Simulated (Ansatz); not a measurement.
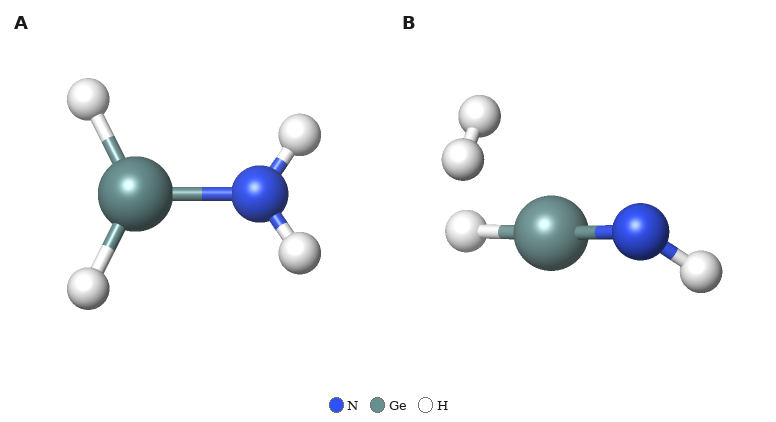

2 stationary structures of one formula. Charge +1, singlet. Geometries: PBE-D4/def2-SVP. Electronic energies: PBE-D4/def2-SVP (Ansatz 0.2.0), without zero-point energy. No frequency run is at hand to confirm each as a minimum.

### Rank them by energy, lowest first.

A is lowest (C2v); B lies 3.345 eV above it.
